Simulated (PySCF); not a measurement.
# doublet CH2ClF+ at 6 levels

We compute a comparison of 6 runs (UHF/STO-3G, UB3LYP/6-31G*, U-r2SCAN/aug-cc-pVDZ, UB2PLYP/aug-cc-pVDZ, UBHLYP/aug-cc-pVDZ, UCAM-B3LYP/aug-cc-pVDZ) of doublet CH2ClF+. 

The results are computed with PySCF 2.14.0.

2 further runs of the same task are left out: 2 set aside as unsound or not needed.

## 1. The structure to begin with

CH2ClF+ has 5 atoms, charge +1, and is taken as a doublet. As SMILES of the parent species, `FCCl`. Geometry: relaxed at PBE0-D4/def2-TZVP. That shape belongs to the parent species and isn't relaxed for this state.

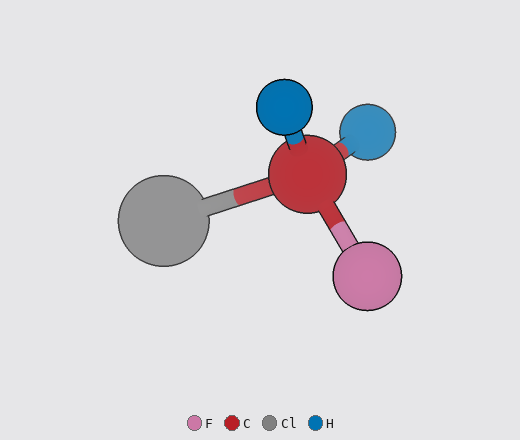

Viewed from a chosen angle; fluorine pink, carbon red, chlorine grey, hydrogen blue.

## 2. The energy at UHF/STO-3G (run 1)

The input, start.xyz:

```xyz
5
CH2ClF
F     -0.970450     0.560520     0.766500
C      0.083560     0.089320     0.058070
Cl    -0.422970    -1.232890    -0.998060
H      0.832130    -0.302600     0.745580
H      0.477720     0.885670    -0.572080
```

The input, input.py:

```python
from pyscf import gto, scf

mol = gto.Mole()
mol.atom = 'start.xyz'
mol.max_memory = 1860
mol.verbose = 3
mol.charge = 1
mol.spin = 1
mol.basis = 'sto-3g'
mol.build()

hf = scf.UHF(mol)
hf.conv_tol = 1e-10
hf.kernel()
if not hf.converged:
    hf = hf.newton().run(hf.mo_coeff, hf.mo_occ)

e_final = hf.e_tot
print('E = %.10f Eh' % e_final)
```

Run with:

```sh
$ OMP_NUM_THREADS=1 python input.py
```

What it wrote:

```text
converged SCF energy = -590.804742653536  <S^2> = 0.75286789  2S+1 = 2.0028658
E = -590.8047426535 Eh
```

It took 0.56 s on 1 thread of Intel Xeon Platinum 8488C (Sapphire Rapids), shared host; peak memory 0.1 GiB.

## 3. A single-point energy at UB3LYP/6-31G(d) (spherical functions) (run 2)

The input, run.py:

```python
from pyscf import gto, dft

mol = gto.Mole()
mol.atom = '''
F     -1.833885     1.059229     1.448475
C      0.157906     0.168790     0.109736
Cl    -0.799297    -2.329824    -1.886060
H      1.572498    -0.571831     1.408942
H      0.902760     1.673674    -1.081075
'''
mol.max_memory = 1860
mol.basis = '6-31g*'
mol.charge = 1
mol.unit = 'bohr'
mol.spin = 1
mol.verbose = 4
mol.build()

myscf = dft.UKS(mol, xc='b3lyp')
myscf.conv_tol = 1e-10
myscf.grids.level = 5
myscf.kernel()
if not myscf.converged:
    myscf = myscf.newton().run(myscf.mo_coeff, myscf.mo_occ)

etot = myscf.e_tot
print('E(%s) = %.9f' % ('B3LYP', etot))
```

Run with:

```sh
$ OMP_NUM_THREADS=1 python run.py
```

What it wrote:

```text
PySCF version 2.14.0

[... 107 lines left out ...]
converged SCF energy = -598.903828242057  <S^2> = 0.75227126  2S+1 = 2.00227
E(B3LYP) = -598.903828242
```

It took 9.9 s on 1 thread of Intel Xeon Platinum 8488C (Sapphire Rapids), shared host; peak memory 0.29 GiB.

Runs 3 to 5 aren't shown in full; the table further down has their settings and results.

## 4. The energy at UCAM-B3LYP/aug-cc-pVDZ (run 6)

The input, run.py:

```python
from pyscf import gto, dft

system = gto.M(
    atom='''
F       -0.970450       0.560520       0.766500
C        0.083560       0.089320       0.058070
Cl      -0.422970      -1.232890      -0.998060
H        0.832130      -0.302600       0.745580
H        0.477720       0.885670      -0.572080
''',
    verbose=3,
    basis='aug-cc-pvdz',
    max_memory=1860,
    spin=1,
    charge=1,
)

myscf = dft.UKS(system, xc='cam-b3lyp')
myscf.grids.level = 5
myscf.conv_tol = 1e-10
myscf.kernel()
if not myscf.converged:
    myscf = myscf.newton().run(myscf.mo_coeff, myscf.mo_occ)

energy = myscf.e_tot
print('E(%s) = %.9f' % ('CAM-B3LYP', energy))
```

Run with:

```sh
$ OMP_NUM_THREADS=1 python run.py
```

What it wrote:

```text
WARN: HOMO -0.349881889701543 >= LUMO -0.349881889701544

converged SCF energy = -598.901855348608  <S^2> = 0.75347781  2S+1 = 2.0034748
E(CAM-B3LYP) = -598.901855349
```

Run time: 27 s. Hardware: 1 thread of Intel Xeon Platinum 8488C (Sapphire Rapids), shared host; peak memory 0.46 GiB.

## 5. Overview of the runs

```csv
run,level,integration grid,frozen core orbitals,energy (Eh),HOMO energy (eV),LUMO energy (eV),⟨S²⟩,wall time
1,UHF/STO-3G,–,–,-590.804743,-19.94,-9.12,0.753,0.56 s
2,UB3LYP/6-31G* (spherical functions),5,–,-598.903828,-17.14,-14.52,0.752,9.9 s
3,U-r2SCAN/aug-cc-pVDZ,5,–,-598.847893,-16.21,-15.08,0.753,33 s
4,UB2PLYP/aug-cc-pVDZ,5,7,-598.683300,-19.10,-12.77,0.755,18 s
5,UBHLYP/aug-cc-pVDZ,5,–,-598.873192,-19.15,-13.22,0.755,17 s
6,UCAM-B3LYP/aug-cc-pVDZ,5,–,-598.901855,-19.03,-13.20,0.753,27 s
```

## 6. Outcome

| quantity | value |
| --- | --- |
| run 6: total energy | -598.90186 Eh |
| run 6: HOMO energy (highest over α and β) | -19.03 eV |
| run 6: LUMO energy (lowest over α and β) | -13.20 eV |
| run 6: ⟨S²⟩ | 0.753 |

**Reading.** Totals of different functionals can't be ranked against each other. In run 1 the basis is minimal, so the values are rough. All runs together took 1.8 min, the longest 33 s.
